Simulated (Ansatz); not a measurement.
**H9Si4 (SMILES [SiH3][Si]([SiH3])[SiH3]) (doublet): density, localisation and related maps**

```yaml
atoms:
  - { symbol: Si, position_ang: [-2.8233, 1.8431, -1.0339] }
  - { symbol: Si, position_ang: [-0.9479, 0.4352, -1.0747] }
  - { symbol: Si, position_ang: [-1.3868, -1.8610, -1.2644] }
  - { symbol: Si, position_ang: [0.8206, 1.0323, 0.3455] }
  - { symbol: H, position_ang: [-2.3935, 3.2631, -1.1586] }
  - { symbol: H, position_ang: [-3.7272, 1.5160, -2.1710] }
  - { symbol: H, position_ang: [-3.6069, 1.7090, 0.2286] }
  - { symbol: H, position_ang: [-1.9817, -2.4298, -0.0200] }
  - { symbol: H, position_ang: [-0.1235, -2.5970, -1.5464] }
  - { symbol: H, position_ang: [-2.3409, -2.1043, -2.3814] }
  - { symbol: H, position_ang: [2.0300, 0.2298, 0.0132] }
  - { symbol: H, position_ang: [1.1431, 2.4757, 0.1740] }
  - { symbol: H, position_ang: [0.4972, 0.8011, 1.7835] }
```

Geometry: B3LYP/6-31G*.

The calculation used isolated molecule in a Gaussian basis; Kohn-Sham density functional theory, functional PBE0 in Ansatz 0.2.0.

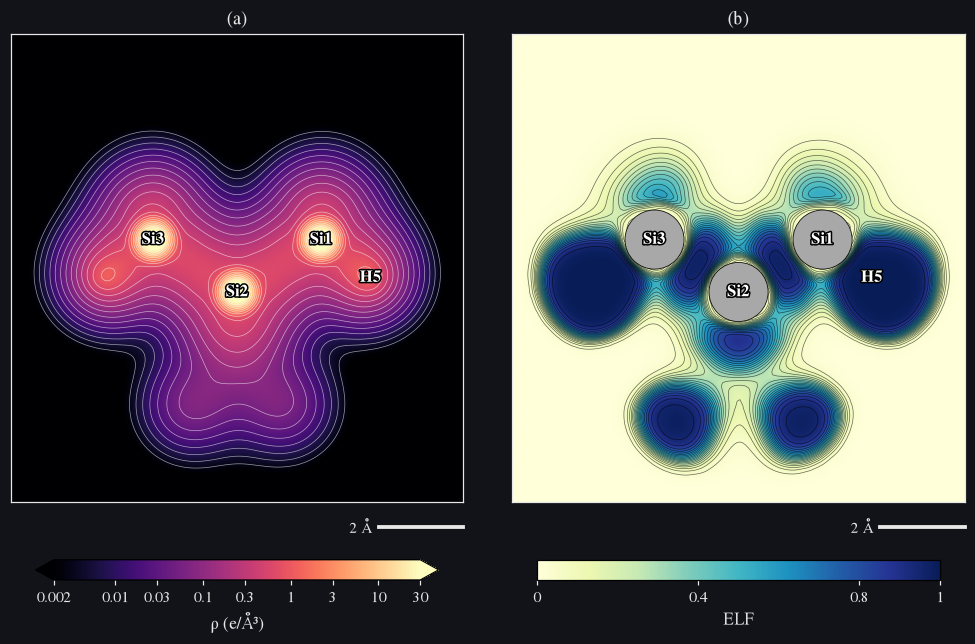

Figure 1. (a) total electron density; (b) electron localisation function on the plane of atoms Si1, Si2 and Si3. Grey discs cover the atomic cores in the ELF map.

**Describe what can be read from this map.**

Atoms in the plane: Si and H. Si–Si (2.35 Å): the density is about 0.6 e/Å³ at the midpoint; the ELF peaks at about 1 between the atoms: localised, covalent bonding. Si–H (1.49 Å): ρ at the midpoint is about 0.8 e/Å³; the ELF climbs to about 1 towards the hydrogen, as it does in any bond to H.

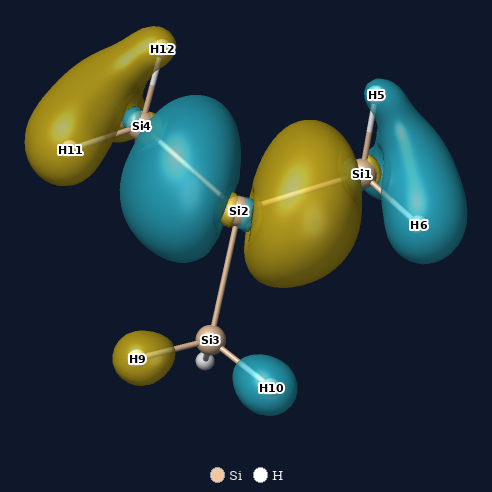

Figure 2. The HOMO (β) at ±0.08 Å⁻³ᐟ² (yellow and cyan are the two phases), seen across its widest extent.

**Where does this orbital lie, and at what energy?**

Its weight (Hirshfeld) is mainly on Si2 (about 35 %), Si1 (about 25 %) and Si4 (about 25 %). It is one of a degenerate set, so its orientation is arbitrary. Its energy is −8.05 eV.

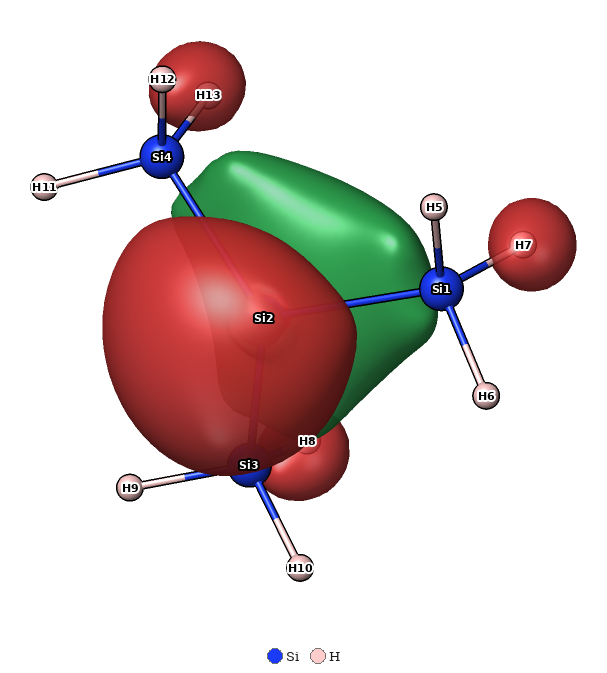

Figure 3. The LUMO (β) at ±0.1 Å⁻³ᐟ² (green and red are the two phases), seen at a tilt.

**What is the character of this orbital?**

It lies mainly on Si2 (about 60 %), Si1 (about 10 %), Si3 (about 10 %) and Si4 (about 10 %). Its energy is −3.01 eV.
